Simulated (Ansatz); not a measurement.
# SiH2ClO (SMILES O[SiH]Cl): UCCSD/STO-3G

What is the vertical doublet–quartet gap of SiH2ClO at UCCSD/STO-3G? 

Program for the calculation: Ansatz 0.2.0.

### 1 The system as given

The species is SiH2ClO (5 atoms), meant as a doublet with charge 0. As SMILES, `O[SiH]Cl`. The coordinates come from a PBE0-D4/def2-TZVP relaxation. This is one conformer, not always the lowest.

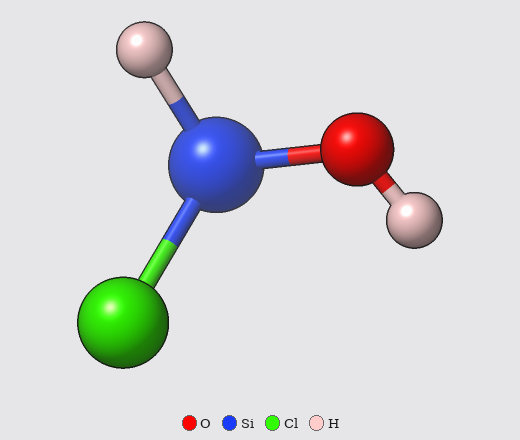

Viewed from a chosen angle; oxygen red, silicon blue, chlorine green, hydrogen pink.

### 2 A single-point energy at UCCSD/STO-3G

File in.yaml:

```yaml
crystal:
  periodic: [false, false, false]
  atoms:
    - {symbol: O, position_ang: [-0.806100, -0.432000, -0.746500]}
    - {symbol: Si, position_ang: [-0.092300, 0.479800, 0.414000]}
    - {symbol: Cl, position_ang: [1.606600, -0.440800, 1.143600]}
    - {symbol: H, position_ang: [-1.024100, -1.343200, -0.540000]}
    - {symbol: H, position_ang: [0.316000, 1.736300, -0.271100]}
basis:
  gaussian: {orbitals: STO-3G}
total_charge: 0
accuracy: high
magnetization: {spin_polarized: true, initial_magnetization: 1}
scf: {omitted_lower_state_checks: [cluster_reference, increment]}
correlation: {method: ccsd, frozen_orbitals: {Cl: 5, H: 0, O: 1, Si: 5}}
```

Launch:

```
$ ansatz run in.yaml --threads 1 --pin off --max-ram 2610MiB --events-out events.jsonl --progress --plain --runs-dir runs
```

Standard output (excerpt; [...] marks lines left out):

```text
Warning: RAYON_NUM_THREADS=1 ignored (pool sized by the plan → 1); use --threads N
Functional definition: HF
  name "HF"
[...]
460 factors; integrals over basis functions are off by at most 3.1e-8 eV
[...]
mean field -22182.91278159 eV, -815.2070086051 hartree, gradient 2.0e-8 eV, S^2 0.753429; 0 other end points of the search recorded, 0 dependent functions left out
11 core orbitals not correlated: weight in the atoms' cores, before any rotation towards them, 1.000 or more for the frozen orbitals, at most 0.000 for the correlated occupied ones
reference -22182.91278159 eV, -815.2070086051 hartree; 10, 9 occupied and 4, 5 virtual orbitals, 460 factors
second order -1.85348173 eV of doubles, -0.00000000 eV of singles
cycle   1  -2.17538222 eV  change   -3.2e-1 eV  update   7.0e-2
[...]
cycle  22  -2.41152125 eV  change   -1.3e-9 eV  update   1.3e-9
Total energy: -22185.32430284 eV, -815.2956303765 hartree
Checks for a lower state left out: cluster_reference, increment
```

Wall time 0.34 s (1 thread of Arm Neoverse V2, shared host).

### 3 The quartet

File molecule.yaml:

```yaml
crystal:
  periodic: [false, false, false]
  atoms:
    - symbol: O
      position_ang: [-0.806100, -0.432000, -0.746500]
    - symbol: Si
      position_ang: [-0.092300, 0.479800, 0.414000]
    - symbol: Cl
      position_ang: [1.606600, -0.440800, 1.143600]
    - symbol: H
      position_ang: [-1.024100, -1.343200, -0.540000]
    - symbol: H
      position_ang: [0.316000, 1.736300, -0.271100]
basis:
  gaussian:
    orbitals: STO-3G
magnetization:
  spin_polarized: true
  initial_magnetization: 3
correlation:
  method: ccsd
  frozen_orbitals: {Cl: 5, H: 0, O: 1, Si: 5}
accuracy: high
scf:
  omitted_lower_state_checks: [cluster_reference, increment]
```

Launch:

```
$ ansatz run molecule.yaml --threads 1 --pin off --max-ram 2610MiB --events-out events.jsonl --progress --plain --runs-dir runs
```

Standard output (excerpt; [...] marks lines left out):

```text
Warning: RAYON_NUM_THREADS=1 ignored (pool sized by the plan → 1); use --threads N
Functional definition: HF
  name "HF"
[...]
460 factors; integrals over basis functions are off by at most 3.1e-8 eV
[...]
mean field -22173.79713657 eV, -814.8720148293 hartree, gradient 2.5e-8 eV, S^2 3.754920; 7 other end points of the search recorded, 0 dependent functions left out
11 core orbitals not correlated: weight in the atoms' cores, before any rotation towards them, 1.000 or more for the frozen orbitals, at most 0.000 for the correlated occupied ones
reference -22173.79713657 eV, -814.8720148293 hartree; 11, 8 occupied and 3, 6 virtual orbitals, 460 factors
second order -1.18520189 eV of doubles, -0.00000000 eV of singles
cycle   1  -1.51311153 eV  change   -3.3e-1 eV  update   5.7e-2
[...]
cycle  50  -1.77949505 eV  change  -6.3e-10 eV  update   1.6e-9
Total energy: -22175.57663161 eV, -814.9374100661 hartree
Checks for a lower state left out: cluster_reference, increment
```

Wall time 0.78 s (1 thread of Arm Neoverse V2, shared host).

### 4 What came out

Level: UCCSD/STO-3G, 11 core orbitals frozen.

| quantity | value |
| --- | --- |
| doublet: total energy | -815.29563 Eh |
| doublet: correlation energy (11 core orbitals frozen) | -88.6 mEh |
| doublet: ⟨S²⟩ of the reference determinant | 0.753 |
| doublet: T1 diagnostic | 0.015 |
| quartet: total energy | -814.93741 Eh |
| quartet: correlation energy (11 core orbitals frozen) | -65.4 mEh |
| quartet: ⟨S²⟩ of the reference determinant | 3.755 |
| quartet: T1 diagnostic | 0.021 |
| vertical energy of the quartet above the doublet | 9.748 eV |

**Reading.** At this shape the quartet lies 9.75 eV (225 kcal/mol) above the doublet. In a minimal basis such a difference can be off by several eV, whatever the method.
